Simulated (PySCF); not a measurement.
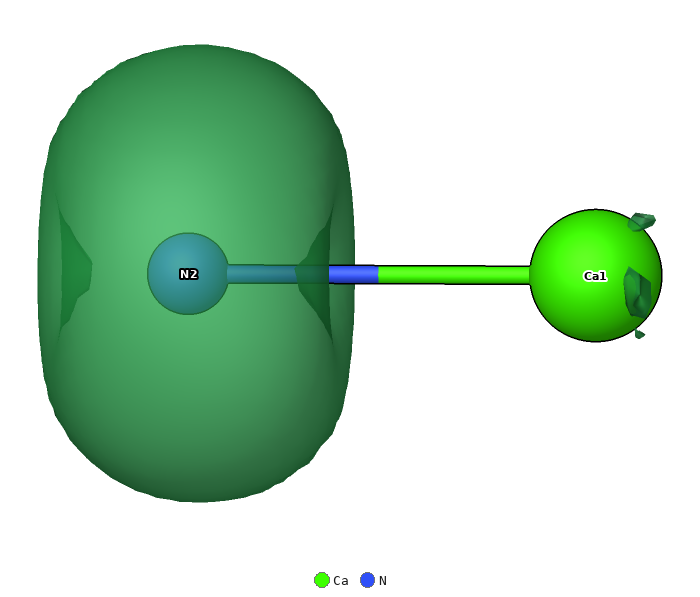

The picture shows: CaN (charge +1, triplet). Isosurfaces of the spin density at +0.06 (green) and −0.06 e/Å³ (red), seen from one side.

Computed with PBE0/pcseg-1, non-relativistic, at a bond length of 2.168 Å in PySCF.

```yaml
atoms:
  - { symbol: Ca, position_ang: [0.0000, 0.0000, -0.5626] }
  - { symbol: N, position_ang: [0.0000, 0.0000, 1.6054] }
```

Q: Which atoms carry the spin?

A: The unpaired spin (2 electrons) lies mostly on N2 (about 1.8) and Ca1 (about 0.2), in electrons by Hirshfeld's partition.
